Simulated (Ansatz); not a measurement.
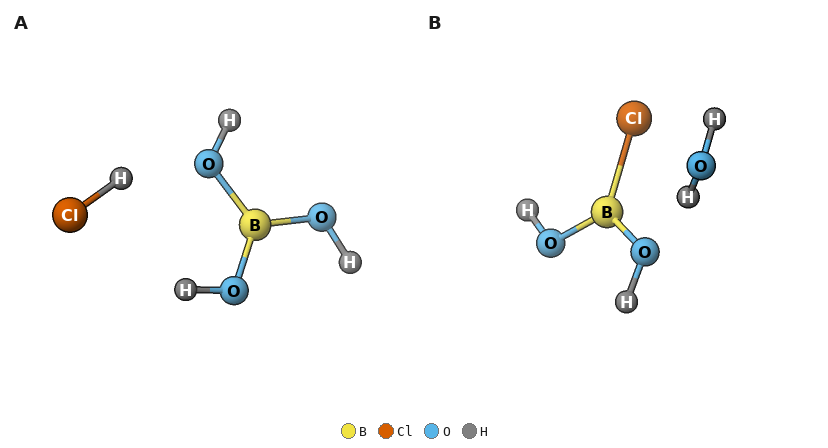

2 stationary structures of one formula. Geometries: PBE0-D4/def2-TZVP. Electronic energies: CCSD(T)/CBS (MP2 limit from def2-TZVPP and def2-QZVPP plus CCSD(T) − MP2) (Ansatz 0.2.0), without zero-point energy. Each is one conformer, not always the lowest.

Which is lowest in energy, and by how much?

Answer. A is lowest (a minimum); B lies 0.485 eV above it (a minimum).
